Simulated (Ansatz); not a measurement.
**F$_{2}$H$_{5}$OW (doublet): density, localisation and related maps**

The calculation's input:

```
crystal:
  periodic: [false, false, false]
  atoms:
    - { symbol: W, position_ang: [0.115892, 0.305759, 0.311729] }
    - { symbol: F, position_ang: [-0.026851, -0.367306, 2.059894] }
    - { symbol: H, position_ang: [1.537456, -0.211414, -0.444137] }
    - { symbol: O, position_ang: [-0.22301, 2.046643, -0.311512] }
    - { symbol: H, position_ang: [-0.597965, 2.430402, -1.11805] }
    - { symbol: H, position_ang: [-1.362398, -0.190107, -0.276415] }
    - { symbol: H, position_ang: [-0.035792, -1.326927, -0.068527] }
    - { symbol: H, position_ang: [-0.044769, -0.042096, -1.333651] }
    - { symbol: F, position_ang: [0.003137, -0.147854, 4.390669] }
magnetization:
  spin_polarized: true
  initial_magnetization: 1
basis:
  gaussian: { orbitals: def2-SVP }
hamiltonian:
  xc: b3lyp
relax:
  f_tol: 0.03
  max_steps: 50
output:
  orbitals: {}
```

Launched as:

```sh
ansatz run input.yaml --threads 4 --pin off --max-ram 5120MiB --backend cpu --events-out ev --progress --plain --runs-dir out
```

The fields are those of the run's last geometry, not of the input's.

Core potentials replace the inner electrons of W.

Method: UKS B3LYP/def2-SVP (Ansatz 0.2.0).

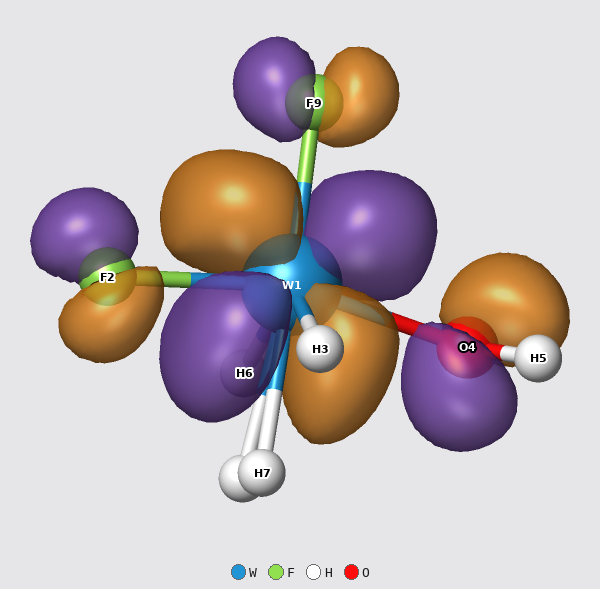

Figure 1. One frontier orbital at ±0.1 Å⁻³ᐟ² (orange and purple are the two phases), seen at a tilt.

**Which orbital is it: HOMO (α) or LUMO (α)?**

The LUMO (α), at −2.42 eV. By Hirshfeld shares it lies mainly on W1 (about 65 %), O4 (about 15 %), F2 (about 10 %) and F9 (about 5 %).

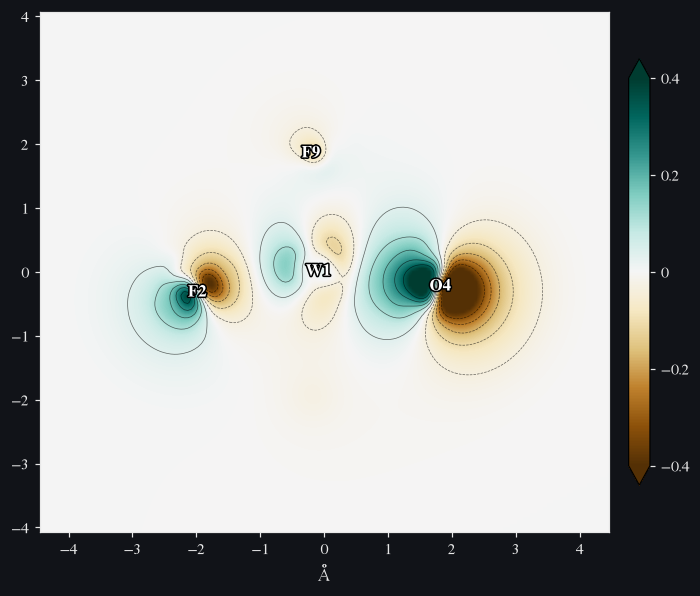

Figure 2. The HOMO (β) on the plane of atoms O4, W1 and F9 (values in Å⁻³ᐟ²; the overall sign is arbitrary).

**Describe this orbital and give its energy.**

By Hirshfeld shares it lies mainly on O4 (about 35 %), W1 (about 20 %), F2 (about 15 %), H6 (about 10 %) and H3 (about 10 %). Its energy is −9.07 eV.
